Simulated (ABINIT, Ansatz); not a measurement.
# SiPbSe3 (Pm-3m): zone-centre phonons

Wanted: the vibrations of SiPbSe3 (Pm-3m) at Γ, by two programs.

Program: ABINIT 10.8.3. Level of theory: DFT LDA, scalar-relativistic, plane waves, HGH norm-conserving pseudopotentials. Results are calculated unless marked as measured.

The structure was built from a prototype and need not be the compound's stable phase.

### 1. The starting structure

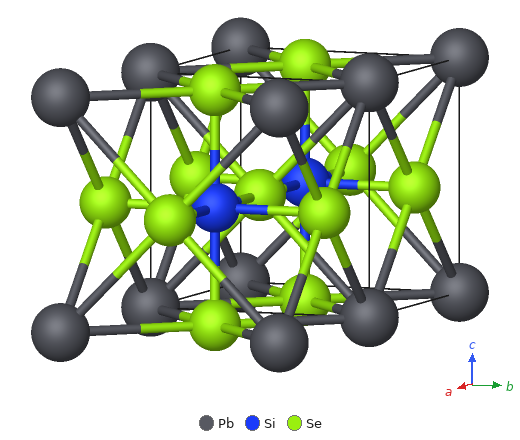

Start, viewed slightly off an axis; lead dark grey, silicon blue, selenium green. 2×1×1 cells are drawn. Some periodic images of atoms are drawn too.

Coordinates:

```cif
data_structure
_symmetry_space_group_name_H-M 'P 1'
_symmetry_Int_Tables_number 1
_cell_length_a 4.8190
_cell_length_b 4.8190
_cell_length_c 4.8190
_cell_angle_alpha 90.000
_cell_angle_beta 90.000
_cell_angle_gamma 90.000
_cell_volume 111.91
loop_
_atom_site_label
_atom_site_type_symbol
_atom_site_fract_x
_atom_site_fract_y
_atom_site_fract_z
_atom_site_occupancy
Pb1 Pb 0.00000 0.00000 0.00000 1
Si2 Si 0.50000 0.50000 0.50000 1
Se3 Se 0.50000 0.50000 0.00000 1
Se4 Se 0.50000 0.00000 0.50000 1
Se5 Se 0.00000 0.50000 0.50000 1
```

### 2. Relaxation

The harmonic expansion needs vanishing forces, and a free crystal bears no stress, so cell and atoms are brought to rest. Stress is more sensitive to the basis than forces are: the last 3 Ha under the cutoff are smoothed with ecutsm, and the cutoff is raised above that of the later runs.

The starting cell comes from a relaxation made beforehand in Ansatz (LDA, PseudoDojo NC).

relax.abi

```
# relaxation
ionmov 2
optcell 2
dilatmx 1.08
ntime 40
tolmxf 1.0d-05
tolvrs 1.0d-14
prtwf 0
prtden 0
chksymtnons 0

# basis, mesh and filling
ecut 26.0
ecutsm 3.0
ixc 7
ngkpt 6 6 6
nshiftk 1
shiftk 0.0 0.0 0.0
istwfk *1
occopt 6
tsmear 0.01
nband 20
nstep 100
diemac 1000000.0
prtebands 0
prtgsr 0

# cell and atoms
acell 3*1.0 Angstrom
rprim 
    4.819003136 0.0 0.0
    0.0 4.819003136 0.0
    0.0 0.0 4.819003136
ntypat 3
znucl 82 14 34
natom 5
typat 1 2 3 3 3
xred 
    0.0 0.0 0.0
    0.5 0.5 0.5
    0.5 0.5 0.0
    0.5 0.0 0.5
    0.0 0.5 0.5
pp_dirpath "./pseudo"
pseudos "Pb.hgh, Si.hgh, Se.hgh"
```

Launch:

```sh
$ OMP_NUM_THREADS=1 mpirun -n 4 abinit relax.abi > relax.log
```

Numbers of over 12 decimals in the logs are rounded to 6 here.

relax.abo, the main output file:

```text
[banners, grids, parts of the stress and lines that vanish by symmetry left out]
- input  file    -> relax.abi
- output file    -> relax.abo
- root for input  files -> relaxi
[...]
Symmetries : space group Pm -3 m (#221); Bravais cP (primitive cubic)
[...]
mpw =        6062          nfft =      110592          nkpt =          20
[...]
== DATASET  1 ==================================================================
[...]
cutoff_energies: {ecut:  26.0, pawecutdg:  -1.0, }
[...]
Exchange-correlation functional for the present dataset will be:
  LDA: Perdew-Wang 92 LSD fit to Ceperley-Alder data - ixc=7
[...]
ETOT  1  -36.068401986735    -3.607E+01 2.121E-02 2.914E+02
 ETOT  2  -36.116967877934    -4.857E-02 1.816E-03 4.075E+01
 ETOT  3  -36.123673675352    -6.706E-03 2.720E-04 3.492E+00
 ETOT  4  -36.124485325925    -8.117E-04 2.385E-04 4.985E-02
 ETOT  5  -36.124492815439    -7.490E-06 8.348E-05 2.977E-03
[...]
At SCF step   11       vres2   =  2.75E-15 < tolvrs=  1.00E-14 =>converged.
[...]
sigma(1 1)=  9.60003961E-06  sigma(3 2)=  0.00000000E+00
  sigma(2 2)=  9.60003961E-06  sigma(3 1)=  0.00000000E+00
  sigma(3 3)=  9.60003961E-06  sigma(2 1)=  0.00000000E+00
[...]
convergence: {deltae: -8.171E-13, res2:  2.745E-15, residm:  3.378E-05, diffor: null, }
etotal    :  -3.61244931E+01
[...]
ETOT  1  -36.124493381266    -3.612E+01 1.520E-03 5.276E-02
[...]
At SCF step    8       vres2   =  9.03E-15 < tolvrs=  1.00E-14 =>converged.
[...]
sigma(1 1)=  7.63943608E-06  sigma(3 2)=  0.00000000E+00
  sigma(2 2)=  7.63943608E-06  sigma(3 1)=  0.00000000E+00
  sigma(3 3)=  7.63943608E-06  sigma(2 1)=  0.00000000E+00
[...]
convergence: {deltae: -3.837E-13, res2:  9.030E-15, residm:  4.280E-06, diffor: null, }
etotal    :  -3.61244987E+01
[...]
ETOT  1  -36.124428875514    -3.612E+01 1.887E-03 7.883E-01
[...]
ETOT  8  -36.124508344452    -1.073E-12 2.067E-07 1.375E-13
 ETOT  9  -36.124508344451     9.521E-13 3.387E-07 2.595E-15
 At SCF step    9       vres2   =  2.60E-15 < tolvrs=  1.00E-14 =>converged.
[...]
sigma(1 1)= -5.14974527E-08  sigma(3 2)=  0.00000000E+00
  sigma(2 2)= -5.14974527E-08  sigma(3 1)=  0.00000000E+00
  sigma(3 3)= -5.14974527E-08  sigma(2 1)=  0.00000000E+00
[...]
convergence: {deltae:  9.521E-13, res2:  2.595E-15, residm:  3.387E-07, diffor: null, }
etotal    :  -3.61245083E+01
[...]
At Broyd/MD step   3, gradients are converged :
[...]
sigma(1 1)= -5.14974527E-08  sigma(3 2)=  0.00000000E+00
  sigma(2 2)= -5.14974527E-08  sigma(3 1)=  0.00000000E+00
  sigma(3 3)= -5.14974527E-08  sigma(2 1)=  0.00000000E+00
[...]
- sigma(1 1)= -1.51510737E-03  sigma(3 2)=  0.00000000E+00
- sigma(2 2)= -1.51510737E-03  sigma(3 1)=  0.00000000E+00
- sigma(3 3)= -1.51510737E-03  sigma(2 1)=  0.00000000E+00
[...]
fcart     -0.0000000000E+00 -0.0000000000E+00 -0.0000000000E+00
           strten     -5.1497452748E-08 -5.1497452749E-08 -5.1497452749E-08
================================================================================

[key lines of the parts left out:]
pressure_GPa:   1.5151E-03
Total energy (etotal) [Ha]= -3.61245083444515E+01
```

Run time: 75 s. Hardware: 4 MPI ranks of Intel Xeon at 2.70GHz, shared host.

Relaxation path:

```csv
step,energy less that of the first step (eV),largest force (eV/Å),volume (Å³)
1,0.0000,0.0000,111.91
2,-0.0002,0.0000,111.81
3,-0.0004,0.0000,111.44
```

```csv
"conventional cell, symmetrised",before,after,change
a (Å),4.819,4.812,-0.1 %
b (Å),4.819,4.812,-0.1 %
c (Å),4.819,4.812,-0.1 %
volume (Å³/atom),22.38,22.29,-0.4 %
```

Read from the output:

| Property | Result |
| --- | --- |
| volume per atom | 22.29 Å³ |
| pressure | 0.001515 GPa |
| gap on the k-mesh | 0 eV |

The volume changes by -0.4 % from the cell with which this run began.

### 3. Self-consistent run for the response

First-order wavefunctions inherit every error of the ground state, hence the very tight tolvrs. Occupations are smeared.

gs.abi

```
# ground state
tolvrs 1.0d-16
prtden 1
prtwf 1

# basis, mesh and filling
ecut 20.0
ixc 7
ngkpt 6 6 6
nshiftk 1
shiftk 0.0 0.0 0.0
istwfk *1
occopt 6
tsmear 0.01
nband 20
nstep 100
diemac 1000000.0
prtebands 0
prtgsr 0

# cell and atoms
acell 3*1.0 Angstrom
rprim 
    4.812230226 0.0 0.0
    0.0 4.812230226 0.0
    0.0 0.0 4.812230226
ntypat 3
znucl 82 14 34
natom 5
typat 1 2 3 3 3
xred 
    0.0 0.0 0.0
    0.5 0.5 0.5
    0.5 0.5 0.0
    0.5 0.0 0.5
    0.0 0.5 0.5
pp_dirpath "./pseudo"
pseudos "Pb.hgh, Si.hgh, Se.hgh"
```

Launch:

```sh
$ OMP_NUM_THREADS=1 mpirun -n 4 abinit gs.abi > gs.log
```

gs.abo, the main output file:

```text
[banners, grids, parts of the stress and lines that vanish by symmetry left out]
- input  file    -> gs.abi
- output file    -> gs.abo
- root for input  files -> gsi
[...]
Symmetries : space group Pm -3 m (#221); Bravais cP (primitive cubic)
[...]
mpw =        3235          nfft =       64000          nkpt =          20
[...]
== DATASET  1 ==================================================================
[...]
cutoff_energies: {ecut:  20.0, pawecutdg:  -1.0, }
[...]
Exchange-correlation functional for the present dataset will be:
  LDA: Perdew-Wang 92 LSD fit to Ceperley-Alder data - ixc=7
[...]
ETOT  1  -36.065983139251    -3.607E+01 2.549E-02 1.657E+02
 ETOT  2  -36.111373051383    -4.539E-02 1.709E-03 2.158E+01
 ETOT  3  -36.117365758466    -5.993E-03 2.776E-04 1.968E+00
 ETOT  4  -36.118166269615    -8.005E-04 9.414E-04 2.832E-02
 ETOT  5  -36.118173639518    -7.370E-06 4.962E-04 1.617E-03
[...]
ETOT 11  -36.118173906316    -8.242E-13 5.556E-06 1.430E-15
 ETOT 12  -36.118173906313     2.458E-12 7.638E-06 5.538E-18
 At SCF step   12       vres2   =  5.54E-18 < tolvrs=  1.00E-16 =>converged.
[...]
sigma(1 1)=  3.77773806E-05  sigma(3 2)=  0.00000000E+00
  sigma(2 2)=  3.77773806E-05  sigma(3 1)=  0.00000000E+00
  sigma(3 3)=  3.77773806E-05  sigma(2 1)=  0.00000000E+00
[...]
convergence: {deltae:  2.458E-12, res2:  5.538E-18, residm:  7.638E-06, diffor: null, }
etotal    :  -3.61181739E+01
[...]
sigma(1 1)=  3.77773806E-05  sigma(3 2)=  0.00000000E+00
  sigma(2 2)=  3.77773806E-05  sigma(3 1)=  0.00000000E+00
  sigma(3 3)=  3.77773806E-05  sigma(2 1)=  0.00000000E+00
[...]
- sigma(1 1)=  1.11144891E+00  sigma(3 2)=  0.00000000E+00
- sigma(2 2)=  1.11144891E+00  sigma(3 1)=  0.00000000E+00
- sigma(3 3)=  1.11144891E+00  sigma(2 1)=  0.00000000E+00
[...]
fcart     -0.0000000000E+00 -0.0000000000E+00 -0.0000000000E+00
           strten      3.7777380633E-05  3.7777380633E-05  3.7777380633E-05
================================================================================

[key lines of the parts left out:]
pressure_GPa:  -1.1114E+00
```

It took 24 s on 4 MPI ranks.

Numbers from this step:

* pressure: -1.111 GPa

The cell stands at -1.1 GPa: the relaxation ran with a smoothed and higher cutoff, and the difference is a stress of the finite basis.

(Part 1 of 4 ends here.)

[Host names and launcher messages were left out of these logs when they were recorded.]

[Logs are printed without paths, hosts, clocks, repeated set-up lines and the standing remarks that a program may print on its own settings, such as how far it seeks lower states.]

[Hosts, paths, dates, database ids (printed as entryN), source tags and the programs' standing remarks are cut or masked in the printed files.]
